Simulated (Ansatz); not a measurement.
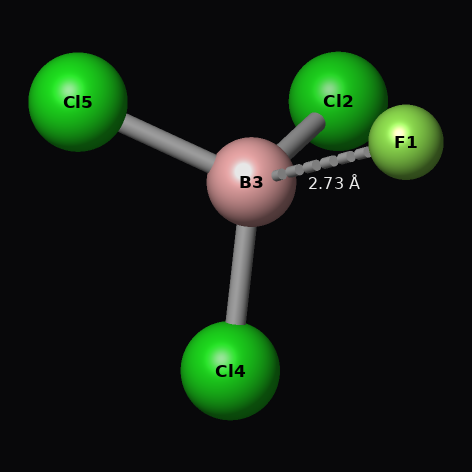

Two molecules or ions; the broken line marks their closest contact (measured against van der Waals radii). Charge −1, singlet. Geometry: a pair of rigid molecules at a changed separation. Program: Ansatz 0.2.0.

Question: Which two species are they?

Answer: F and BCl3 (`ClB(Cl)Cl.[F-]`).

Give the counterpoise-corrected interaction energy (kJ/mol, monomers kept as in the pair) with RHF-CCSD(T) (frozen core)/def2-TZVPPD; ωB97M-V/def2-TZVPPD.

```csv
level,interaction energy (kJ/mol)
RHF-CCSD(T) (frozen core)/def2-TZVPPD,−161.3
ωB97M-V/def2-TZVPPD,−168.3
```
